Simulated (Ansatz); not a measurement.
# Lattice dynamics of Mg (Im-3m, 1 atom in the cell), part 2 of 2

Task: relax Mg (Im-3m, 1 atom in the cell), then find its harmonic phonons.

Ansatz 0.2.0; DFT PBEsol, scalar-relativistic, plane waves, PseudoDojo norm-conserving pseudopotentials.

So far. Step 3 (Tight relaxation): The forces vanish by symmetry and the pressure is 0.006 GPa, within the tolerances set. The cell now holds 22.51 Å³/atom. The relaxed cell has a = 3.557 Å (conventional setting).

This is not the structure that Mg takes at ambient pressure and room temperature (hexagonal, No. 194); it is a model or a phase of other conditions.

**4. Response at finite wavevector**

Stability and thermal properties need the whole zone. Linear response on a 4×4×4 q mesh gives force constants as far as a supercell of that size would.

Input file input.yaml:

```yaml
crystal:
  lattice:
    - [-1.7787033697, 1.7787033697, 1.7787033697]
    - [1.7787033697, -1.7787033697, 1.7787033697]
    - [1.7787033697, 1.7787033697, -1.7787033697]
  atoms:
    - { symbol: Mg, position: [0.0, 0.0, 0.0] }
kpoints:
  mp_grid: { grid: [16, 16, 16] }
hamiltonian:
  xc: pbesol
  pseudopotentials: { kind: nc, accuracy: standard }
scf:
  occupations: { method: methfessel_paxton, width: 0.15 }
output:
  eigenvalues: true
phonons:
  method: dfpt
  qmesh: [4, 4, 4]
  temperatures: { t_max: 1000, t_step: 50 }
  qpath:
    path:
      - [[0.0, 0.0, 0.0], [0.5, -0.5, 0.5], [0.0, 0.0, 0.5], [0.0, 0.0, 0.0], [0.25, 0.25, 0.25], [0.5, -0.5, 0.5]]
      - [[0.25, 0.25, 0.25], [0.0, 0.0, 0.5]]
    npoints: 10
```

Run with:

```
ansatz run input.yaml --threads 4 --pin off --max-ram 7168MiB --backend cpu --events-out ev --progress --plain --runs-dir out
```

Numbers of over 12 decimals in the logs are rounded to 6 here.

Output:

```text
[...]
Crystal: 1 atoms, lattice volume = 22.510 Å³
Basis set: ecut = 1142.878222 eV, 1985 PW (Γ), exchange–correlation on 72×72×72 points (8 copies of the dense FFT grid, shifted against one another)
Bands: 9, of which v1, the nominal top of the filled ones, is band 5 counted from 1 (4 counted from 0)
Symmetry: 48 space group operations
k-points: 145 of 4096
[...]
SCF iter   1: F=—  HF=-1613.770150 eV  |F-HF|=—  |Δ(HF+E_count)|=         —  Δρ=1.43e-2  dr2=5.09e-2  ethr=3.10e-3  ⟨swp⟩=5.4  Hψ=10052  notcnv=0
[...]
SCF iter   8: F=-1613.759342 eV  HF=-1613.759342 eV  |F-HF|=2.50e-12  |Δ(HF+E_count)|=  2.29e-10  S|Δr|=    0.00e0  Δρ=1.91e-7  dr2=3.10e-12  ethr=1.00e-12  ⟨swp⟩=5.0  Hψ=6063  notcnv=0
SCF 1 converged in 8 iterations: F = -1613.759342 eV  dr2 = 3.10e-12
NSCF: frozen V_eff on 145 k-points
WARN: eigensolver did not converge in 37 slots of this pass, the one above among them; of largest residual over every band (k=103): 1 band(s) unlocked (lowest unlocked band 8, counted from 0; max residual 5.92e-2 eV among the unlocked bands, 5.92e-2 eV over every band); of lowest unlocked band (k=0): band 8
[...]
DFPT response loops at q = (0, 0, 0) (fractional): preconditioner auto → Kerker (q_TF=auto, 2.383 Å⁻¹) (partly filled bands, converged f_vac=0.000); β = 1.00, the filter's whole step (`scf.mixing.beta` (0.50) is not read by the response loops under this deck's `scf.mixing.preconditioner`; to damp them name `kerker` or `kerker_dos`, under which they read `scf.mixing.beta`, and type it under 1.00, their step now; both keys bind the ground state too); Broyden in place of MSR1
[...]
phonons.qmesh, q = [0.0000, 0.2500, 0.2500]: its response loops start from zero, take more passes and end by a threshold: the memory limit or budget leaves too little room for the subspace of the ground state's own states beside the solves, or none could be made (phonons.method)
[...]
SCF converged after 8 iterations
[...]
Free energy (F): -1613.759342 eV
[...]
Internal energy: -1613.759361 eV  (E = F + TS)
E sigma→0 (E₀):  -1613.759347 eV
Entropy (-TS):   0.000020 eV (0.020 meV/atom)
Fermi energy:    5.756622 eV
[...]
--- Band table (eV; the first three rows and the last of 145) ---
[...]
--- Phonons (Γ-DFPT): 1 representative perturbation + reference (Σ response iterations 3) ---
  ASR residual: 2.210e-3 → 0.000e0 eV/Å²; symmetrization residual: 1.301e-18 eV/Å²
  ASR residual per site (eV/Å²): 2.21e-3
  Γ frequencies (cm⁻¹): 0.00 0.00 0.00
--- Phonons (arbitrary-q DFPT): 8 irreducible q on the 4×4×4 mesh ---
  q = [0.0000, 0.0000, 0.0000] (star 1, of the zone-centre solve; hermiticity 2.74e-25, symmetrization 9.81e-16): -0.00 -0.00 -0.00
  q = [0.0000, 0.0000, 0.2500] (star 12, 2 solved perturbations in 3336 linear systems a pass and spin channel, the states on 2176 of 4096 k-point pairs; hermiticity 5.60e-13, symmetrization 2.42e-12, the responses' own estimated error 6.2e-5 eV/Å²): -15.37 131.61 181.97
[...]
q = [0.2500, 0.2500, 0.2500] (star 2, 1 solved perturbation on 589 of 4096 k-point pairs; hermiticity 1.84e-12, symmetrization 4.37e-12, the responses' own estimated error 6.3e-5 eV/Å²): 176.18 176.18 176.18
[...]
sum rule: each row above includes the acoustic sum rule's correction from the zone centre's row sums; it moved no ω² by more than (4.97 cm⁻¹)²
  mesh force constants: q→R imaginary residual 0.00e0; ASR residual 2.210e-3 → 0.000e0 eV/Å²; symmetrization residual 8.882e-16 eV/Å²
  interpolated dispersion: 62 rows × 3 modes
  density of states and harmonic sums: on the 24×24×24 q-mesh, interpolated from the force constants of a 4×4×4 supercell (no non-analytic term)
  largest difference from the sums on the solved wave vectors: F 7.44e-2 eV, S 9.99e-5 and C_V 2.57e-5 eV/K
  zero-point energy: 0.030500 eV/cell   skipped modes (ω ≤ 0): 21, of them read as no rigid motion or as one in doubt: 18 (3.168e-2 modes/cell left out, lowest -32.50 cm⁻¹)   left out of the sums: 1.06e-2 of the cell's modes: C_V's classical limit lies that fraction below 3 k_B per atom; for a crystal, a wire or a layer, F and S can be off by more, and a phonons.interpolated_qmesh denser along its periods is the remedy for the sampling
```

The job ended after 3.3 min (4 threads of Arm Neoverse V2, shared host; peak memory 4.8 GiB).

In the SCF lines HF is the Harris–Foulkes energy and dr2 the Hartree energy of the density residual, in eV; the loop may stop once dr2 is under the threshold and the program's other checks hold. Hψ counts applications of the Hamiltonian.

Numbers from this step:

```yaml
sum_rule_residual_before_enforcement: 0.002210 eV/Å²
lowest_frequency_on_the_path: -32.50 cm⁻¹
highest_frequency_on_the_path_or_at_a_solved_wavevector: 255.7 cm⁻¹
lowest_mode_on_the_q_mesh_acoustic_modes_at_gamma_apart: -32.45 cm⁻¹
```

Frequencies (cm⁻¹) solved at each irreducible wavevector; negative means imaginary. Frequencies by wavevector, by row:

```csv
q in reciprocal lattice units,star,mode 1,mode 2,mode 3
0 0 0,1,0,0,0
0 0 0.25,12,-15.4,131.6,182
0 0 -0.5,6,-32.5,185,255.7
0 0.25 0.25,24,96.4,173.6,232.4
0.25 0.25 0.25,2,176.2,176.2,176.2
0.25 0.25 -0.25,6,171.9,171.9,174.3
0.25 -0.5 -0.5,12,171.1,211.2,246.7
-0.5 -0.5 -0.5,1,237.8,237.8,237.8
```

Interpolated from a 4×4×4 q mesh. The phonon branches at the labelled points (cm⁻¹):

```csv
point,branch 1,branch 2,branch 3
Γ,0,0,0
H,238,238,238
N,-32,185,256
Γ,0,0,0
P,176,176,176
H,238,238,238
jump to P,176,176,176
N,-32,185,256
```

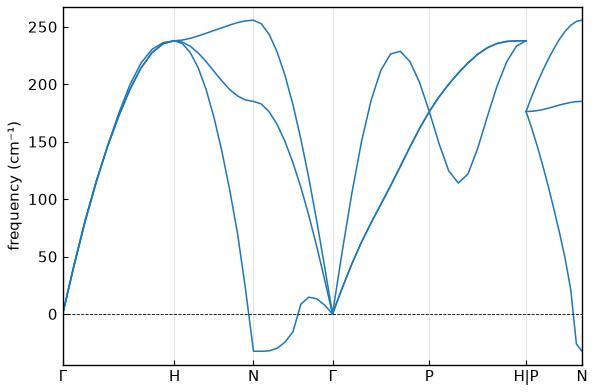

Phonon branches along the path.

Tetrahedra on a 24×24×24 mesh, mean over bins of 5 cm-1. Interpolated from a 4×4×4 q mesh. Table of phonon density of states by wavenumber; read off at these points:

```csv
wavenumber (cm⁻¹),phonon density of states (1/cm⁻¹/cell)
-32,5.0e-5
-18,8.5e-4
2,9.5e-4
18,0.00182
38,0.00429
52,0.0061
68,0.00796
88,0.00942
102,0.0106
122,0.00983
138,0.00969
158,0.0119
172,0.0163
182,0.0243
188,0.0205
208,0.0150
222,0.0192
238,0.0343
242,0.0222
258,8.0e-5
```

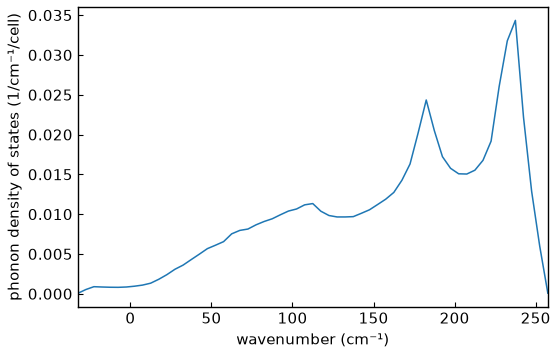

Phonon density of states, plotted against wavenumber.

Second derivatives of the energy by pair, one row for each kind of neighbour of each atom listed. Each entry sums the pair over the periodic images of the supercell that the q mesh stands for, and in a polar crystal it holds the long-range dipole part too. Force constants by pair, by row:

```csv
atom,neighbour,distance (Å),third of the trace (eV/Å²),along the pair's line (eV/Å²)
Mg1,itself,0,2.768,–
Mg1,Mg,3.081,-0.3151,-1.035
Mg1,Mg,3.557,-0.0198,-0.0044
Mg1,Mg,5.031,-0.0094,-0.0356
Mg1,Mg,5.899,-3.00e-4,0.0044
Mg1,Mg,6.162,0.0177,0.0395
Mg1,Mg,7.115,-0.0015,-0.0165
```

Symmetry leaves 8 wavevectors to solve. The lowest mode among them, the acoustic zeros apart, lies at q = (0, 0, -0.5) and is imaginary, 32.5i cm⁻¹, so the energy falls along it.

**5. Isotope substitution**

An isotope changes the mass and not the force constants, so no new electronic calculation is needed; the shifts show which modes move this element.

The same force constants with the mass of Mg changed from 24.305 to 25.983 u (phonopy, no LO-TO term). Both lists are sorted by frequency. Modes under 3 cm⁻¹ are left out. Isotope shifts, by row:

```csv
q,rank,natural mass (cm⁻¹),changed mass (cm⁻¹)
0 0 0.25,1,-15.37,-14.86
0 0 0.25,2,131.6,127.3
0 0 0.25,3,182,176
0 0 -0.5,1,-32.45,-31.38
0 0 -0.5,2,185,178.9
0 0 -0.5,3,255.7,247.3
0 0.25 0.25,1,96.43,93.26
0 0.25 0.25,2,173.6,167.9
0 0.25 0.25,3,232.4,224.8
```

With one element every mode shifts by -3.28 %.

**6. Results**

```
space group after relaxation (within 0.01 Å)            : Im-3m
volume per atom                                         : 22.5 Å³
electronic character                                    : no gap on this mesh
lowest mode on the q mesh (acoustic modes at Γ apart)   : -32.5 cm⁻¹
highest frequency on the path or at a solved wavevector : 256 cm⁻¹
imaginary modes on the 4×4×4 q mesh                     : yes
```

What this shows: Modes are clearly imaginary (beyond 10i cm⁻¹) at 2 of the 8 irreducible wavevectors, most at q = (0, 0, -0.5) (32.5i cm⁻¹), so this structure is not a minimum of the energy. With no gap, or one that is small against the smearing, the frequencies hang on the k mesh and the smearing, most of all near Kohn anomalies. A phonon run warned that its eigensolver left some bands unconverged in a pass. These are harmonic frequencies at zero temperature: anharmonic shifts, linewidths and thermal expansion are left out.

[Logs are printed without paths, hosts, clocks, repeated set-up lines and the standing remarks that a program may print on its own settings, such as how far it seeks lower states.]

[Hosts, paths, dates, database ids (printed as entryN), source tags and the programs' standing remarks are cut or masked in the printed files.]
